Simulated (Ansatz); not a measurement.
# Phonon calculation of AlHF2

System: AlHF2.
Method: RKS PBE-D4/def2-SVP (Ansatz 0.2.0).

It belongs to a series of runs on one base structure; here: vibrations at the highest image of the band. Figures and captions count atoms from 1; the log counts them from 0 in places.

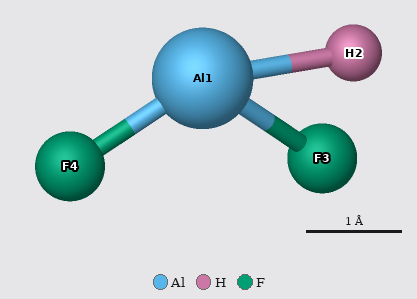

The input geometry (ball-and-stick view, seen at a tilt; atoms are numbered from 1 in the order of the input). Sticks mark near contacts.

**The input**
```yaml
crystal:
  periodic: [false, false, false]
  atoms:
    - { symbol: Al, position_ang: [-0.250351, -1.7e-05, 0.421667] }
    - { symbol: H, position_ang: [1.217945, 1.5e-05, 1.337733] }
    - { symbol: F, position_ang: [1.61447, 2.6e-05, 0.145788] }
    - { symbol: F, position_ang: [-1.082464, -2.4e-05, -1.039288] }
basis:
  gaussian: { orbitals: def2-SVP }
hamiltonian:
  xc: pbe
  dispersion: d4
phonons: {}
```

Launch command:
```bash
ansatz run input.yaml --threads 1 --pin off --max-ram 2048MiB --backend cpu --events-out ev --progress --plain --runs-dir out
```

**The program's output**
```
Engine: ansatz 0.2.0, x86_64-unknown-linux-gnu
Functional definition: PBE
  parameter kappa = 0.804
  parameter beta = 0.06672455060314922
  exchange = pbe_x(kappa = kappa, mu = beta*pi^2/3)
  correlation = pbe_c(beta = beta)
547 factors; their error is unknown
mean field evaluation 1: about -12028.4889 eV, gradient 4.8e1 eV
mean field evaluation 2: about -11997.0448 eV, gradient 1.4e2 eV
mean field evaluation 4: about -12032.3384 eV, gradient 8.9e0 eV
mean field evaluation 8: about -12032.4662 eV, gradient 1.4e-1 eV
mean field evaluation 16: about -12032.4314 eV, gradient 1.7e-5 eV
mean field -12032.43137241 eV, -442.1836970611 hartree, gradient 1.7e-5 eV, S^2 0.000000; 0 other end points of the search recorded, 0 dependent functions left out
the calculation of the forces begins
reference -12032.43140779 eV, -442.1836983613 hartree; 16, 16 occupied and 35, 35 virtual orbitals, 547 factors
these checks for a lower state are left out or cut short: stability, starts, cluster_reference, orbital_swaps, neighbouring_geometries, increment
547 factors; their error is unknown
mean field -12032.43132555 eV, -442.1836953390 hartree, gradient 8.0e-7 eV, S^2 0.000000; 0 other end points of the search recorded, 0 dependent functions left out
[... from here on the field's lines of each further geometry are left out, up to the last ...]
the calculation of the forces begins
reference -12032.43143949 eV, -442.1836995263 hartree; 16, 16 occupied and 35, 35 virtual orbitals, 547 factors
these checks for a lower state are left out or cut short: stability, starts, cluster_reference, orbital_swaps, neighbouring_geometries, increment
547 factors; their error is unknown
mean field evaluation 160: about -12032.4312 eV, gradient 2.4e-6 eV
mean field -12032.43121081 eV, -442.1836911224 hartree, gradient 2.4e-6 eV, S^2 0.000000; 0 other end points of the search recorded, 0 dependent functions left out
the calculation of the forces begins
reference -12032.43124617 eV, -442.1836924220 hartree; 16, 16 occupied and 35, 35 virtual orbitals, 547 factors
WARN: phonons: modes at or below zero, which the zero-point energy, F, S and C_V leave out: 1, the lowest at -1084.11 cm⁻¹. A minimum has none, and a first-order saddle one
Total energy: -12032.47200731 eV, -442.1851903662 hartree
Atom 0 at    -0.250351    -0.000017     0.421667 Å, force    -0.014140     0.000003    -0.034185 eV/Å
Atom 1 at     1.217945     0.000015     1.337733 Å, force    -0.015568    -0.000002     0.004216 eV/Å
Atom 2 at     1.614470     0.000026     0.145788 Å, force     0.006640     0.000001    -0.011512 eV/Å
Atom 3 at    -1.082464    -0.000024    -1.039288 Å, force     0.023068    -0.000001     0.041482 eV/Å
Dipole moment:     0.024756    -0.000002     0.249717 e Å
Vibrations: -1084.11 189.58 298.81 597.27 816.36 1632.26 cm⁻¹, zero-point energy 0.219098 eV
```

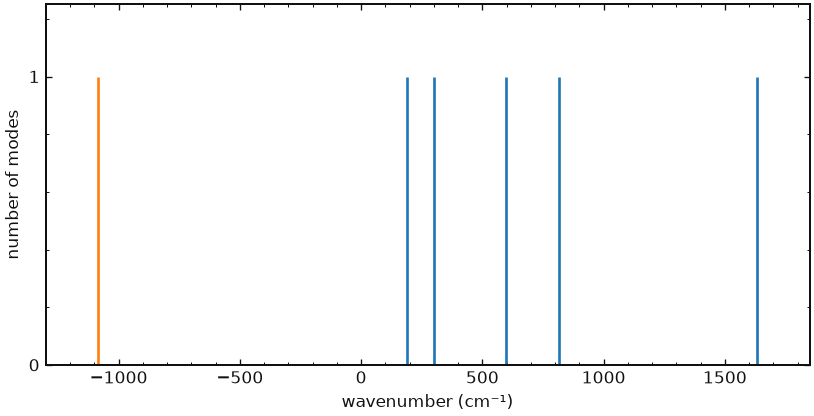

Harmonic vibrational wavenumbers from the force constants; neighbouring modes closer than 12 cm⁻¹ are counted in one stick, and imaginary ones are drawn at negative wavenumbers. 6 modes from 1084i to 1632 cm⁻¹, 1 imaginary beyond 8i (1084i cm⁻¹): a first-order saddle point, if the geometry is stationary.

**Results in brief**

| quantity | value |
| --- | --- |
| outcome | converged |
| total energy | −12032.4720 eV |
| mean-field energy | −12032.4314 eV |
| largest force (length of the vector) | 0.047 eV/Å |
| hardware | 1 thread of Intel Xeon (Granite Rapids), 64 GiB of memory available, shared host |
| wall time | 6.9 s |
| peak memory | 0.11 GiB |
